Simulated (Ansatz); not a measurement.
# H₇HfN₃O···PH₃: what the fields show

The calculation's input:

```
crystal:
  periodic: [false, false, false]
  atoms:
    - { symbol: Hf, position_ang: [0.0, 0.0, 0.0] }
    - { symbol: O, position_ang: [0.0, 0.0, 2.42] }
    - { symbol: H, position_ang: [-0.9095, -0.2814, 2.7571] }
    - { symbol: "N", position_ang: [2.084, 0.0, -0.7359] }
    - { symbol: H, position_ang: [2.5823, -0.918, -0.9166] }
    - { symbol: H, position_ang: [2.5853, 0.918, -0.9082] }
    - { symbol: "N", position_ang: [-1.0409, 1.8034, -0.7359] }
    - { symbol: H, position_ang: [-2.061, 1.7482, -1.0186] }
    - { symbol: H, position_ang: [-0.5204, 2.7241, -0.8065] }
    - { symbol: "N", position_ang: [-1.0409, -1.8034, -0.7359] }
    - { symbol: H, position_ang: [-1.5759, -2.4197, -0.0595] }
    - { symbol: H, position_ang: [-1.0055, -2.0526, -1.7656] }
    - { symbol: P, position_ang: [1.0679, -2.5055, 0.905] }
    - { symbol: H, position_ang: [0.1754, -3.5541, 0.5582] }
    - { symbol: H, position_ang: [2.3273, -2.7339, 0.2899] }
    - { symbol: H, position_ang: [0.5382, -1.2626, 2.1706] }
basis:
  gaussian: { orbitals: def2-SVP }
hamiltonian:
  xc: pbe
relax:
  f_tol: 0.15
  max_steps: 25
  restrain:
    - { distance: [0, 12], at: 3.77, k: 30.0 }
    - { distance: [15, 1], at: 2.21, k: 30.0 }
    - { distance: [0, 1], at: 2.07, k: 30.0 }
    - { distance: [15, 12], at: 1.42, k: 30.0 }
output:
  orbitals: {}
```

Run with:

```sh
ansatz run input.yaml --threads 4 --pin off --max-ram 5120MiB --backend cpu --events-out ev --progress --plain --runs-dir out
```

The fields are those of the run's last geometry, not of the input's.

Core potentials replace the inner electrons of Hf; not at a stationary point (largest force 0.9 eV/Å).

All numbers below come from RKS PBE/def2-SVP in Ansatz 0.2.0.

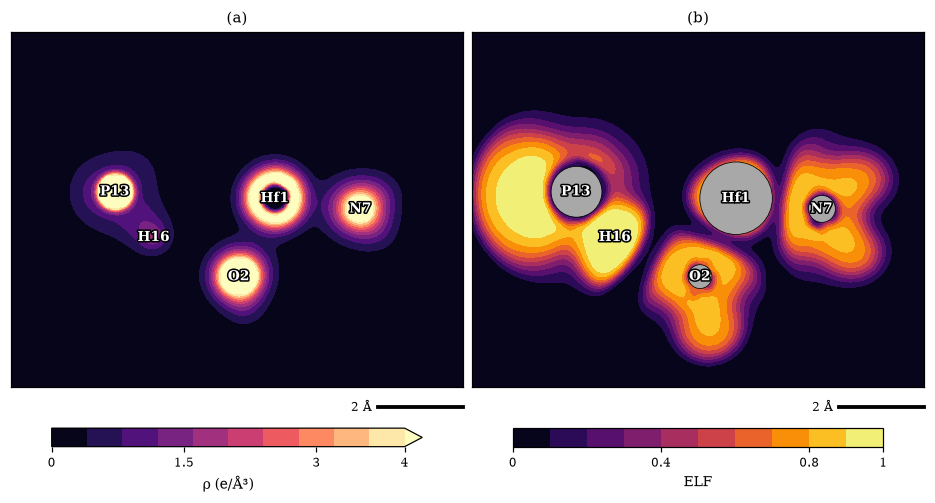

Figure 1. (a) electron density; (b) electron localisation function on the plane of atoms O2, Hf1 and N7. Grey discs cover the atomic cores in the ELF map.

Interpret the plot.

Answer.
- The section cuts through Hf, O, N, P and H sites.
- Hf1···H16 (3.01 Å): the density falls to about 0.06 e/Å³ on the way; the ELF dips to about 0.05 between them.
- Hf–O (2.04 Å): ρ is about 0.68 e/Å³ halfway; the ELF peaks at about 0.85 in the valence shell of O, 0.6 Å from its nucleus, and drops to about 0.20 between the two atoms.
- Hf–N (2.04 Å): ρ at the midpoint is about 0.78 e/Å³; the ELF peaks at about 0.90 in the valence shell of N, 0.6 Å from its nucleus, and is about 0.25 at the midpoint.
- P–H (1.43 Å): ρ is about 1.1 e/Å³ halfway; the ELF climbs to about 1 towards the hydrogen, as it does in any bond to H.
- The ELF also peaks beside P13, away from the bonds: lone-pair regions.

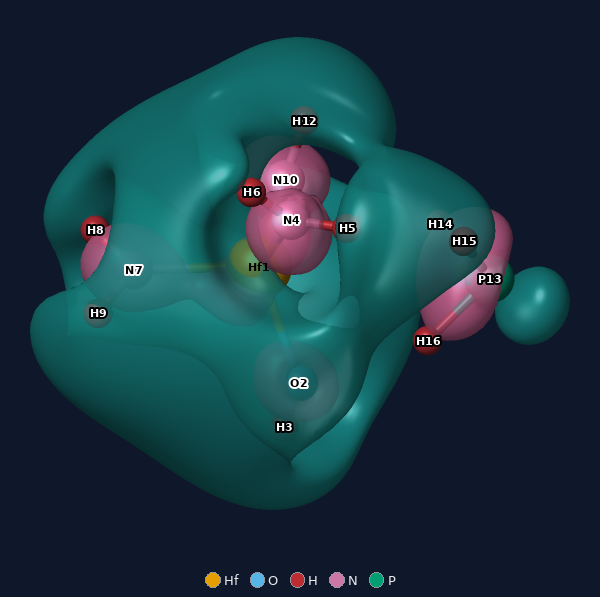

Figure 2. The LUMO at ±0.05 Å⁻³ᐟ² (teal and pink are the two phases), seen from one side.

Where does this orbital lie, and at what energy?

Answer. It lies mainly on Hf1 (about 40 %) and H3 (about 5 %). Its energy is −0.51 eV.

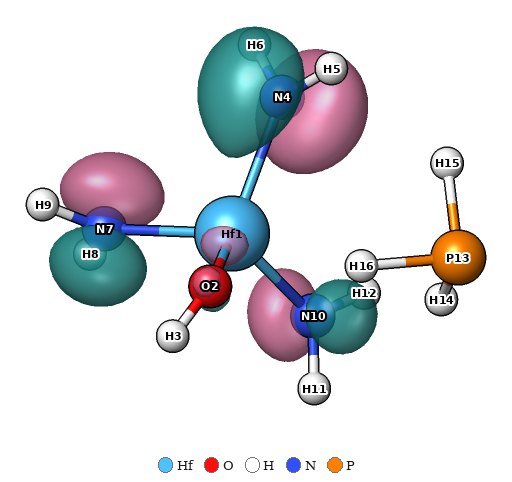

Figure 3. One frontier orbital at ±0.15 Å⁻³ᐟ² (teal and pink are the two phases), seen at a tilt.

Which orbital is it: HOMO or LUMO?

Answer. The HOMO, at −5.32 eV. By Hirshfeld shares it lies mainly on N4 (about 40 %), N7 (about 20 %), Hf1 (about 15 %) and N10 (about 10 %); largely a combination of lone pairs on N4, N7 and N10.
